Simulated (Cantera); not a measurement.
Charge: 1 mol SiO2, 18 mol HBr, 1.7 mol H2, at 2.25 Torr.

Equilibrium computed with Cantera from the NASA thermochemical tables; the gas is ideal and each condensed phase is pure. Candidate condensed phases: Br2, H2O, Si, SiO2; 28 gas species. Equilibrium is a limit: real reactors are often held back by kinetics, nucleation or transport.

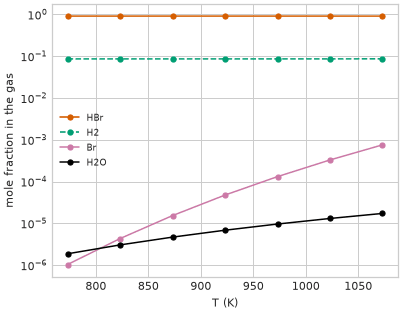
Fig. 1. Equilibrium gas composition (values under 1e-9 drawn at 1e-9)

From 773 K to 823 K the condensed part is SiO2(α-quartz). From 873 K to 1073 K the condensed part is SiO2(β-quartz). The main Si-bearing gas is SiBr4 throughout.
